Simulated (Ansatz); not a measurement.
# C2HBS (SMILES C#CB=S): what the fields show

```yaml
atoms:
  - { symbol: C, position_ang: [0.0000, 0.0000, -0.2120] }
  - { symbol: C, position_ang: [0.0000, 0.0000, -1.4189] }
  - { symbol: B, position_ang: [0.0000, 0.0000, 1.2533] }
  - { symbol: S, position_ang: [0.0000, 0.0000, 2.8607] }
  - { symbol: H, position_ang: [0.0000, 0.0000, -2.4831] }
```

Geometry: B3LYP-D4/def2-TZVP.

Method: Ansatz, isolated molecule in a Gaussian basis; Kohn-Sham density functional theory, functional PBE0.

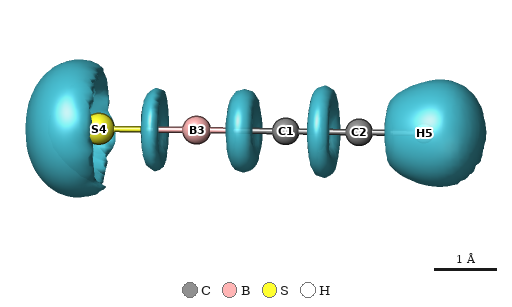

Figure 1. Isosurface of the electron localisation function at 0.85 (cyan), seen from one side. Core shells and regions of very low density are left out.

> Where are the electrons localised?

At this value the surface marks out one region between bonded B–C atoms (shared pairs), one region between bonded B–S atoms (shared pairs), one region between bonded C–C atoms (shared pairs), one region around a hydrogen nucleus and one ring or bowl of non-bonding electrons around S. Profiles from the grid: C–C (1.21 Å): the ELF peaks at about 0.85 between the atoms (a multiple bond). C–B (1.47 Å): the ELF peaks at about 0.95 between the atoms (localised, covalent bonding).

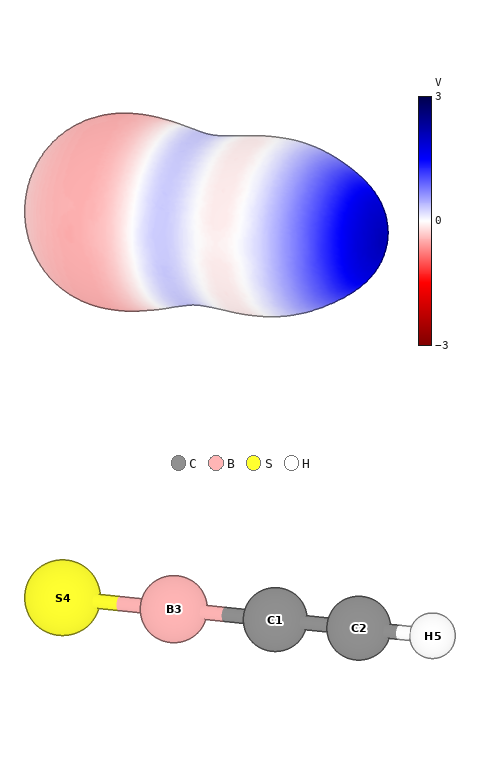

Figure 2. The electrostatic potential painted on the density surface at 0.001 e/bohr³, seen at a tilt; the colour scale runs from red (negative) to blue (positive). The bare structure is drawn below in the same view.

> Describe the electrostatic potential map.

The most negative region (about −0.5 V, or −12 kcal/mol for a unit charge) lies over S4, the most positive (about +1.9 V, or +44 kcal/mol for a unit charge) over H5.

> How polar is the molecule by this calculation?

Its dipole moment is 2.91 D.

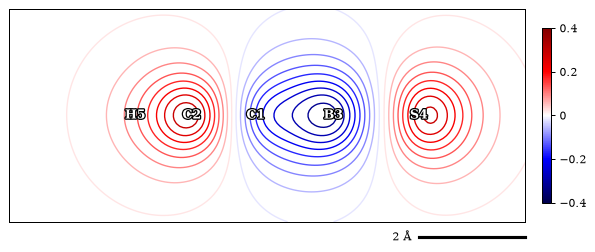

Figure 3. The LUMO on a plane 0.8 Å above a plane that holds the molecular axis (values in Å⁻³ᐟ²; the overall sign is arbitrary).

> Where does this orbital lie, and at what energy?

By Hirshfeld shares it lies mainly on B3 (about 30 %), C2 (about 25 %), S4 (about 25 %) and C1 (about 20 %). It is one of a degenerate set, so its orientation is arbitrary. Its energy is −2.05 eV.

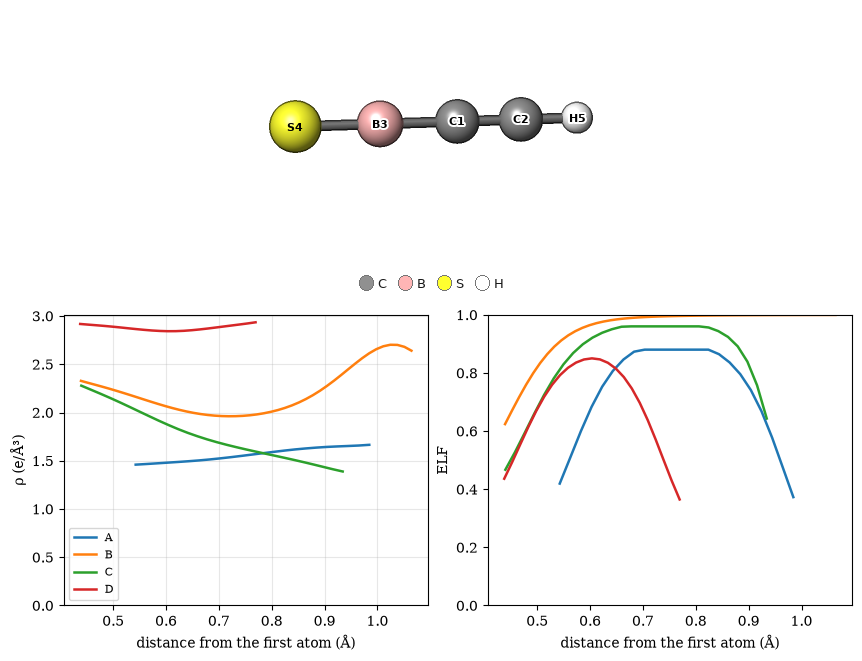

Figure 4. Electron density and ELF along straight lines between neighbouring atoms. The curves leave out the atomic cores. The structure is drawn too.

> Which curve belongs to which contact (B–S, C–B, C–C and C–H)? The first atom named is at distance zero.

Curve A: B–S (1.61 Å): the density is about 1.6 e/Å³ at the midpoint; the ELF peaks at about 0.90 between the atoms (localised, covalent bonding). Curve B: C–H (1.06 Å): ρ at the midpoint is about 2.2 e/Å³; the ELF climbs to about 1 towards the hydrogen, as it does in any bond to H: an ordinary covalent bond to hydrogen. Curve C: C–B (1.47 Å): ρ at the midpoint is about 1.6 e/Å³; the ELF peaks at about 0.95 between the atoms (a covalent bond). Curve D: C–C (1.21 Å): ρ is about 2.8 e/Å³ halfway; the ELF peaks at about 0.85 between the atoms: a short, multiple covalent bond.
